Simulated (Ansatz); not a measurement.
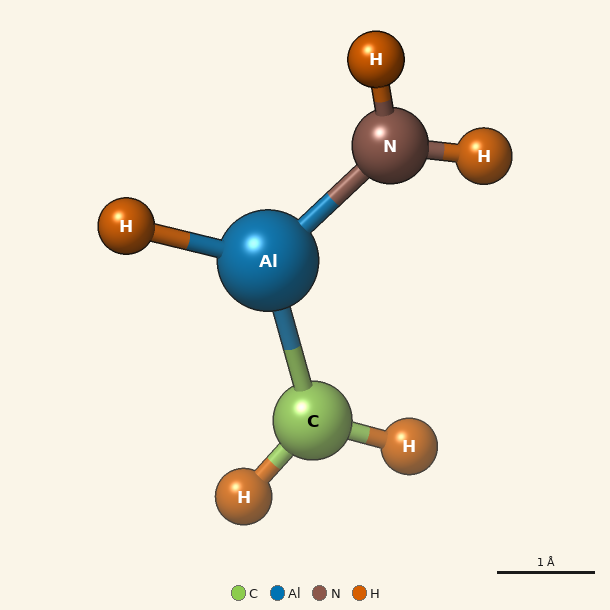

Atoms fade into the background with distance from the viewer. The species is neutral and a spin doublet. The computed structure is the end point of a PBE0-D4/def2-TZVP optimisation. No frequency run is at hand to confirm it as a minimum. Masses are those of the most abundant isotopes; constants are for the rigid equilibrium geometry.

Classify the rotor and give the rotational constants (MHz).

An asymmetric top (Cs): A = 24686, B = 6013, C = 4835 MHz. Ray's parameter κ is −0.88, close to the prolate limit.
